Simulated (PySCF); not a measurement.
# Two runs on C2H8N2OSi

System: C2H8N2OSi, SMILES CN[SiH2]C(N)=O.
Method of the first run: TDDFT LDA/def2-SVPD, vertical, gas phase, core orbitals frozen in the response (PySCF 2.14.0).

The geometry comes from this level: PBE0-D3(BJ)/def2-SVP. Text and figures count atoms from 1; the logs count them from 0 in places.

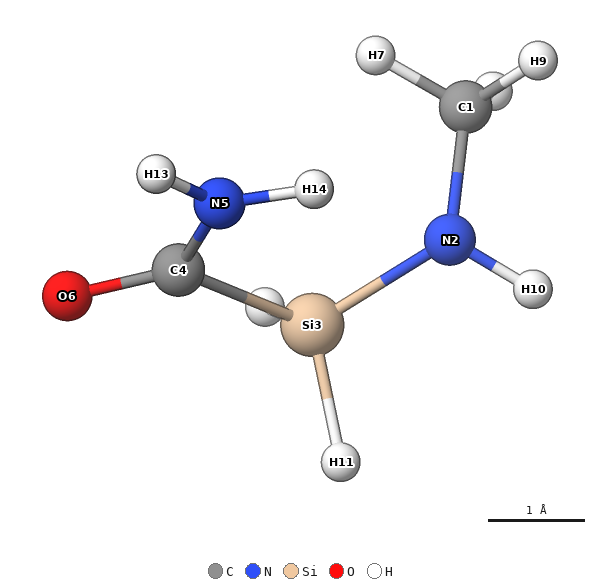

Figure 1. The structure as given in the input (ball-and-stick view, seen at a tilt; atoms are numbered from 1 in the order of the input). Bond lengths as drawn: C–H 1.10 to 1.11 Å, C–N 1.36 to 1.45 Å, C–O 1.22 Å, C–Si 1.93 Å, H–N 1.01 Å, H–Si 1.49 to 1.50 Å and N–Si 1.74 Å.

### Input, the first run
```
{"job": {"kind": "uv", "xc": "LDA", "basis": "def2-SVPD", "ip": true}, "charge": 0, "multiplicity": 1}
C     -1.586862     0.836937     0.680990
N     -0.619168     0.528135    -0.351020
Si    -0.071812    -1.099273    -0.651513
C      1.130857    -1.601245     0.767385
N      1.580260    -0.561034     1.514677
O      1.459504    -2.759819     0.942474
H     -1.371299     0.242141     1.583127
H     -2.635958     0.626978     0.396247
H     -1.527693     1.896812     0.979296
H     -0.679431     1.144605    -1.154458
H      0.667770    -1.079073    -1.946872
H     -1.154283    -2.129792    -0.697618
H      2.250518    -0.724037     2.258061
H      1.295518     0.381877     1.279141
```

The first line tells a small driver script what to run in PySCF; the rest is the geometry in Å.

Launched with:
```bash
OMP_NUM_THREADS=1 python <driver script> task.json out
```

Hardware: 1 CPU thread, shared host.

### Output (the first run)
```
coarse grid: 11968 points
cycle   1  E = -551.4141271389  dE =  5.677e-01  |g| = 9.140e-01  |ddm| = 5.057e+00
cycle   2  E = -549.2445046871  dE =  2.170e+00  |g| = 2.904e+00  |ddm| = 1.297e+01
cycle   3  E = -551.5197517393  dE = -2.275e+00  |g| = 5.784e-01  |ddm| = 1.284e+01
cycle   4  E = -551.5838523132  dE = -6.410e-02  |g| = 2.687e-01  |ddm| = 7.888e-01
cycle   5  E = -551.5987279580  dE = -1.488e-02  |g| = 6.559e-02  |ddm| = 3.258e-01
cycle   6  E = -551.5996565478  dE = -9.286e-04  |g| = 2.336e-02  |ddm| = 8.508e-02
cycle   7  E = -551.5997849791  dE = -1.284e-04  |g| = 5.780e-03  |ddm| = 2.749e-02
cycle   8  E = -551.5997921248  dE = -7.146e-06  |g| = 2.100e-03  |ddm| = 7.831e-03
final grid: 110512 points
cycle   9  E = -551.6923197015  dE = -3.128e-05  |g| = 7.271e-03  |ddm| = 9.009e-02
cycle  10  E = -551.6922582055  dE =  6.150e-05  |g| = 1.821e-02  |ddm| = 2.137e-02
cycle  11  E = -551.6923276731  dE = -6.947e-05  |g| = 4.042e-03  |ddm| = 1.702e-02
cycle  12  E = -551.6923309447  dE = -3.272e-06  |g| = 4.866e-04  |ddm| = 3.362e-03
cycle  13  E = -551.6923310024  dE = -5.765e-08  |g| = 1.510e-04  |ddm| = 8.453e-04
cycle  14  E = -551.6923310078  dE = -5.475e-09  |g| = 4.380e-05  |ddm| = 2.254e-04
cycle  15  E = -551.6923310083  dE = -5.047e-10  |g| = 1.070e-05  |ddm| = 6.813e-05
converged SCF energy = -551.6923310083

Static polarisability (au): isotropic 78.049, principal 64.821 81.930 87.395

Singlet excitations
state   eV       nm        f      main configurations
  1   4.1695    297.4   0.00175   H->L 0.97
  2   4.8203    257.2   0.00615   H-1->L 0.56, H->L+1 0.43
  3   4.8896    253.6   0.00150   H->L+1 0.56, H-1->L 0.41
  4   5.5170    224.7   0.01514   H->L+2 0.97
  5   5.6597    219.1   0.00180   H-1->L+1 0.95
  6   5.8283    212.7   0.05583   H->L+3 0.91
  7   5.9239    209.3   0.00105   H->L+4 0.84
  8   6.0557    204.7   0.02904   H-2->L+1 0.48, H-2->L 0.31, H->L+4 0.10
  9   6.2521    198.3   0.01842   H->L+5 0.77, H-2->L+1 0.10, H->L+6 0.10
 10   6.3637    194.8   0.00720   H-1->L+2 0.94

Triplet excitations (Tamm-Dancoff, eV): 3.7411 4.6672 4.7354 4.9506
Vertical ionisation energy (delta-SCF) = 8.3398 eV
Vertical electron affinity (delta-SCF) = -1.2587 eV
```

For the second run the input was changed thus:
```diff
-"xc": "LDA"
+"xc": "LC-wPBE"
```

How does the second run compare with the first run?

The total energies belong to different methods, so their difference says nothing on which is more stable or more accurate. The HOMO goes from −5.42 to −9.40 eV. The LUMO goes from −1.49 to 1.84 eV. The dipole moment goes from 4.67 to 4.81 D. The lowest excitation goes from 4.17 to 4.77 eV. The strongest computed line goes from 5.83 to 7.48 eV. The functional changes from LDA to LC-wPBE. Exact exchange removes part of the self-interaction error of semilocal functionals, which pushes filled and empty levels apart. The SCF takes 14 iterations against 15.

### Output (the second run)
```
coarse grid: 11968 points
cycle   1  E = -554.5031421933  dE =  7.584e-01  |g| = 8.719e-01  |ddm| = 4.708e+00
cycle   2  E = -554.3749428601  dE =  1.282e-01  |g| = 1.274e+00  |ddm| = 1.888e+00
cycle   3  E = -554.6707677344  dE = -2.958e-01  |g| = 9.026e-02  |ddm| = 1.091e+00
cycle   4  E = -554.6723655686  dE = -1.598e-03  |g| = 5.503e-02  |ddm| = 1.585e-01
cycle   5  E = -554.6730591952  dE = -6.936e-04  |g| = 8.805e-03  |ddm| = 8.179e-02
cycle   6  E = -554.6731010275  dE = -4.183e-05  |g| = 2.952e-03  |ddm| = 3.096e-02
cycle   7  E = -554.6731065218  dE = -5.494e-06  |g| = 1.456e-03  |ddm| = 1.036e-02
final grid: 110512 points
cycle   8  E = -554.7621982393  dE = -2.605e-05  |g| = 6.295e-03  |ddm| = 6.002e-02
cycle   9  E = -554.7621980485  dE =  1.909e-07  |g| = 7.066e-03  |ddm| = 1.293e-02
cycle  10  E = -554.7622071237  dE = -9.075e-06  |g| = 9.135e-04  |ddm| = 6.256e-03
cycle  11  E = -554.7622073205  dE = -1.968e-07  |g| = 3.333e-04  |ddm| = 1.242e-03
cycle  12  E = -554.7622073612  dE = -4.073e-08  |g| = 1.100e-04  |ddm| = 7.657e-04
cycle  13  E = -554.7622073667  dE = -5.483e-09  |g| = 3.514e-05  |ddm| = 2.506e-04
cycle  14  E = -554.7622073676  dE = -8.689e-10  |g| = 9.717e-06  |ddm| = 1.199e-04
converged SCF energy = -554.7622073676

Static polarisability (au): isotropic 70.091, principal 59.605 72.145 78.524

Singlet excitations
state   eV       nm        f      main configurations
  1   4.7653    260.2   0.00223   H->L+1 0.44, H->L 0.33
  2   6.5557    189.1   0.00465   H-1->L 0.36, H->L 0.36
  3   7.0731    175.3   0.05089   H-2->L+1 0.25, H-1->L 0.22, H-2->L 0.16
  4   7.3204    169.4   0.00231   H->L+2 0.34, H->L+3 0.28
  5   7.4763    165.8   0.07494   H->L+1 0.24, H-1->L+1 0.21, H->L+3 0.12
  6   7.6910    161.2   0.07017   H-1->L+1 0.18, H-2->L 0.13, H->L+6 0.12
  7   7.9678    155.6   0.07331   H->L+5 0.27, H-1->L+1 0.22, H->L+2 0.11
  8   8.0365    154.3   0.02780   H-2->L+1 0.28, H-2->L+4 0.20, H-2->L 0.18
  9   8.1289    152.5   0.06175   H->L+5 0.31, H-1->L+2 0.27
 10   8.3993    147.6   0.00613   H->L+4 0.32, H-1->L+4 0.12, H-1->L+6 0.10

Triplet excitations (Tamm-Dancoff, eV): 4.0889 5.1584 6.2393 6.9893
Vertical ionisation energy (delta-SCF) = 9.0870 eV
```

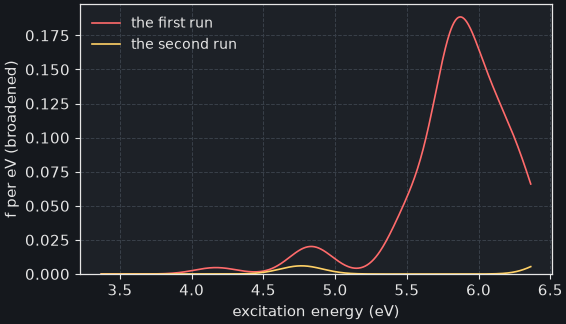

Figure 2. Absorption of the two runs from their computed states, each broadened by a Gaussian of 0.35 eV full width; the range ends where the shorter list of states ends.

### The two runs side by side

| quantity | the first run | the second run |
| --- | --- | --- |
| outcome | converged | converged |
| total energy (hartree) | −551.692331 | −554.762207 |
| HOMO (eV) | −5.42 | −9.40 |
| LUMO (eV) | −1.49 | 1.84 |
| dipole moment (D) | 4.67 | 4.81 |
| lowest excitation (eV) | 4.17 | 4.77 |
| SCF iterations | 15 | 14 |
| strongest computed line (eV) | 5.83 | 7.48 |
| basis functions | 191 | 191 |
| wall time (shared host) | 89 s | 2.4 min |
